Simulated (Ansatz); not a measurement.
# AlF₂H₂N: how energies converge with the basis set

How large a basis does AlF₂H₂N need? Two functionals are run in growing sets.

The runs use Ansatz 0.2.0, Gaussian basis; one geometry, several basis sets.

The runs, in order: PBE0-D4/def2-SVP; ωB97M-V/def2-SVP; PBE0-D4/def2-QZVPP; ωB97M-V/def2-QZVPP; the functionals' def2-TZVPP values are taken from earlier runs.

## Step 1: The geometry

The geometry comes from an earlier relaxation with PBE0-D4 in a triple-zeta def2 set; it is a stationary point.

SMILES `[NH2][Al]([F])[F]`, 6 atoms, charge 0, spin multiplicity 1.

Atoms are counted from 1 here; the program's logs count them from 0.

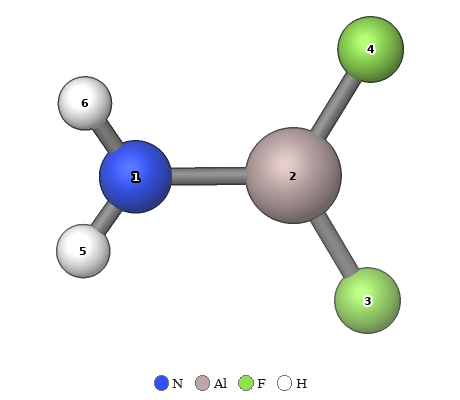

The structure; nitrogen blue, aluminium light grey, fluorine green, hydrogen white; atoms are numbered from 1 in the order of the file.

## Step 2: PBE0-D4 in def2-SVP

in.yaml reads:

```yaml
crystal:
  periodic: [false, false, false]
  atoms:
    - {symbol: N, position_ang: [-0.352488, 0.868969, -0.156860]}
    - {symbol: Al, position_ang: [0.299535, -0.727036, 0.113501]}
    - {symbol: F, position_ang: [1.455804, -0.977417, 1.249152]}
    - {symbol: F, position_ang: [-0.230002, -2.007883, -0.763061]}
    - {symbol: H, position_ang: [-0.069648, 1.692031, 0.347645]}
    - {symbol: H, position_ang: [-1.061201, 1.087235, -0.836576]}
basis:
  gaussian: {orbitals: def2-SVP}
hamiltonian: {xc: pbe0, dispersion: d4}
output: {orbitals: {seedname: orbitals}}
```

Started as:

```sh
ansatz run in.yaml --threads 4 --pin off --events-out ev --progress --plain --max-ram 10444MiB
```

After this run come: ωB97M-V in def2-SVP; PBE0-D4 in def2-QZVPP; ωB97M-V in def2-QZVPP.

Q: Predict the results of all the runs planned. Wanted: PBE0-D4: double and triple zeta above quadruple; ωB97M-V: double and triple zeta above quadruple.

**Answer**, as computed:

```
                                       quantity           value
PBE0-D4: double and triple zeta above quadruple  11.94, 0.65 eV
ωB97M-V: double and triple zeta above quadruple  12.08, 0.61 eV
```

What this shows: For PBE0-D4 the step from double to triple zeta gains 11.29 eV and the next only 0.65 eV. These are total energies; as a rule much of such shifts cancels in differences, which this series doesn't test. The LUMO of ωB97M-V is positive and keeps falling with the basis (1.20 to 0.55 eV): an unbound level that the basis holds in place.
